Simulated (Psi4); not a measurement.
**BrF (bromine fluoride) at MP2/cc-pVTZ-DK (sfX2C, density fitting, density fitting for correlation, sweep point 2)**

Aim: the vertical singlet–triplet gap of BrF (bromine fluoride) at MP2/cc-pVTZ-DK (sfX2C, density fitting, density fitting for correlation, sweep point 2), from 2 runs. 

The calculation is run with Psi4 1.11.

## Step 1: The structure to begin with

The species is BrF (2 atoms), meant as a singlet with charge 0. SMILES: `FBr`. The coordinates come from a GFN2-xTB relaxation.

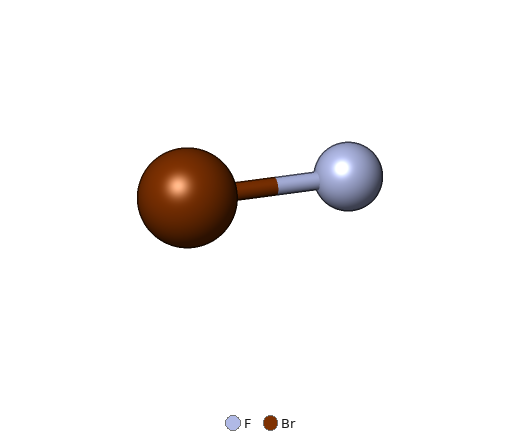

The structure, seen from a chosen angle (fluorine light blue, bromine brown).

## Step 2: The energy at MP2/cc-pVTZ-DK (sfX2C, density fitting, density fitting for correlation, sweep point 2)

Input file job.py:

```python
import psi4

psi4.set_memory(1600000000)
psi4.set_num_threads(1)
psi4.core.set_output_file('output.dat', False)

mol = psi4.geometry("""
0 1
F      0.000000     0.000000     0.000000
Br     0.000000     0.000000     1.799940
symmetry c1
""")

psi4.set_options({
    'basis': 'cc-pVTZ-DK',
    'reference': 'rhf',
    'puream': True,
    'scf_type': 'df',
    'num_frozen_docc': 10,
    'relativistic': 'x2c',
})

energy_value = psi4.energy("mp2")
print(f'total energy {energy_value:.8f} hartree = {energy_value * 27.211386:.5f} eV')
```

Run with:

```
$ python job.py
```

output.dat:

```text
[...]
  Running in c1 symmetry.
[...]
  Nuclear repulsion =   92.609098837211249
[...]
  Multiplicity = 1
[...]
  Nalpha       = 22
  Nbeta        = 22
[...]
    Number of basis functions: 73
[...]
    WARNING: The X2C and Dirac Hamiltonians have substatially different eigenvalues!
             This is probably caused by the recontraction of the basis set.
[...]
   @DF-RHF iter   1: -2703.78006884180877   -2.33010e+00   1.30861e-02 DIIS/ADIIS
[...]
   @DF-RHF iter  11: -2703.93643505901719    9.09495e-13   2.21747e-09 DIIS
[...]
    Orbital Energies [Eh]
    ---------------------
    Doubly Occupied:
       1A   -498.249923     2A    -67.143925     3A    -59.047639
       4A    -59.044475     5A    -59.044475     6A    -26.348303
       7A    -10.243531     8A     -7.605171     9A     -7.591168
      10A     -7.591168    11A     -3.215966    12A     -3.208901
      13A     -3.208901    14A     -3.190334    15A     -3.190334
      16A     -1.589698    17A     -1.057365    18A     -0.681801
      19A     -0.681801    20A     -0.650461    21A     -0.455494
      22A     -0.455494
[...]
  @DF-RHF Final Energy: -2703.93643505901719
   => Energetics <=
    Nuclear Repulsion Energy =             92.6090988372112491
    One-Electron Energy =               -3946.0984100894334006
    Two-Electron Energy =                1149.5528761932052930
    Total Energy =                      -2703.9364350590167305
[...]
 Multipole Moments:
 ------------------------------------------------------------------------------------
     Multipole            Electronic (a.u.)      Nuclear  (a.u.)        Total (a.u.)
 ------------------------------------------------------------------------------------
 L = 1.  Multiply by 2.5417464519 to convert [e a0] to [Debye]
 Dipole X            :         -0.0000000            0.0000000           -0.0000000
 Dipole Y            :         -0.0000000            0.0000000           -0.0000000
 Dipole Z            :          2.3531527           -1.5743408            0.7788120
 Magnitude           :                                                    0.7788120
[...]
```

The script printed:

```text
total energy -2704.42121815 hartree = -73591.04967 eV
```

It took 4.8 s on 1 thread of Intel Xeon Platinum 8375C at 2.90GHz (Ice Lake), shared host; peak memory 0.61 GiB.

## Step 3: The triplet, same level

Input file brf.py:

```python
import psi4

psi4.set_memory('1600 MB')
psi4.set_num_threads(1)
psi4.core.set_output_file('run.log', False)

molecule = psi4.geometry("""
0 3
F      0.000000     0.000000     0.000000
Br     0.000000     0.000000     1.799940
symmetry c1
""")

psi4.set_options({
    'basis': 'cc-pVTZ-DK',
    'reference': 'uhf',
    'puream': True,
    'scf_type': 'df',
    'num_frozen_docc': 10,
    'maxiter': 150,
    'relativistic': 'x2c',
})

result = psi4.energy('mp2', molecule=molecule)
print('E =', round(result, 9))
```

Run with:

```
$ python brf.py
```

run.log:

```text
[...]
  Running in c1 symmetry.
[...]
  Nuclear repulsion =   92.609098837211249
[...]
  Multiplicity = 3
[...]
  Nalpha       = 23
  Nbeta        = 21
[...]
    Number of basis functions: 73
[...]
    WARNING: The X2C and Dirac Hamiltonians have substatially different eigenvalues!
             This is probably caused by the recontraction of the basis set.
[...]
   @DF-UHF iter   1: -2703.69539563512035   -2.24543e+00   1.30364e-02 DIIS/ADIIS
[...]
   @DF-UHF iter  15: -2703.86145148164542    4.54747e-13   7.16002e-09 DIIS
[...]
   @S^2 Observed:                2.021300297E+00
[...]
    Orbital Energies [Eh]
    ---------------------
    Alpha Occupied:
       1A   -498.257517     2A    -67.150823     3A    -59.057284
       4A    -59.054739     5A    -59.049931     6A    -26.301434
       7A    -10.257183     8A     -7.622095     9A     -7.612031
      10A     -7.598823    11A     -3.224484    12A     -3.222181
      13A     -3.212466    14A     -3.205737    15A     -3.204651
      16A     -1.602654    17A     -1.136176    18A     -0.752486
      19A     -0.676235    20A     -0.657884    21A     -0.537722
      22A     -0.477518    23A     -0.379113
    Alpha Virtual:
      24A      0.325224    25A      0.347712    26A      0.350687
[...]
  @DF-UHF Final Energy: -2703.86145148164542
   => Energetics <=
    Nuclear Repulsion Energy =             92.6090988372112491
    One-Electron Energy =               -3946.1709940883570198
    Two-Electron Energy =                1149.7004437695006800
    Total Energy =                      -2703.8614514816454175
  UHF NO Occupations:
  HONO-2 :   21  A 1.9944149
  HONO-1 :   22  A 1.0000000
[...]
 Multipole Moments:
 ------------------------------------------------------------------------------------
     Multipole            Electronic (a.u.)      Nuclear  (a.u.)        Total (a.u.)
 ------------------------------------------------------------------------------------
 L = 1.  Multiply by 2.5417464519 to convert [e a0] to [Debye]
 Dipole X            :         -0.0000000            0.0000000           -0.0000000
 Dipole Y            :         -0.0000000            0.0000000           -0.0000000
 Dipole Z            :          2.4290788           -1.5743408            0.8547380
 Magnitude           :                                                    0.8547380
[...]
```

The script printed:

```text
E = -2704.322592101
```

It took 5.1 s on 1 thread of Intel Xeon Platinum 8375C at 2.90GHz (Ice Lake), shared host; peak memory 0.61 GiB.

## Step 4: Results

At MP2/cc-pVTZ-DK (sfX2C, density fitting, density fitting for correlation, sweep point 2), 10 core orbitals frozen:

| quantity | value |
| --- | --- |
| singlet: total energy | -2704.42122 Eh |
| singlet: HOMO energy (Hartree–Fock orbitals) | -12.39 eV |
| singlet: LUMO energy (Hartree–Fock orbitals) | 0.55 eV |
| singlet: HOMO–LUMO gap (Hartree–Fock orbitals) | 12.94 eV |
| singlet: correlation energy (10 core orbitals frozen) | -484.8 mEh |
| triplet: total energy | -2704.32259 Eh |
| triplet: HOMO energy (Hartree–Fock orbitals) (highest over α and β) | -10.32 eV |
| triplet: LUMO energy (Hartree–Fock orbitals) (lowest over α and β) | -1.47 eV |
| triplet: correlation energy (10 core orbitals frozen) | -461.1 mEh |
| triplet: ⟨S²⟩ of the reference determinant | 2.021 |
| vertical energy of the triplet above the singlet | 2.684 eV |

At this shape the triplet lies 2.68 eV (259 kJ/mol) above the singlet.
